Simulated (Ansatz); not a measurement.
Take BP in the zinc blende structure (space group F-43m, No. 216; a = 4.491 Å) as the base.

Now apply this change: the cell is scaled by 0.9900 in all directions; the atoms relax in the strained cell.

The values are results of plane-wave PAW DFT at the LDA level (Ansatz, a program for electronic structure, 420 eV), no spin-orbit coupling, not measurements.

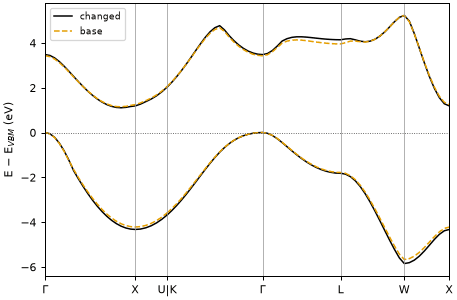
Highest valence and lowest conduction band along the path, each from its own valence-band maximum

From the figure, how large is the changed gap, and is it direct?

About 1.1 eV, indirect, Γ → Γ–X (84 % along).

Whether these cells are dynamically stable was not tested.
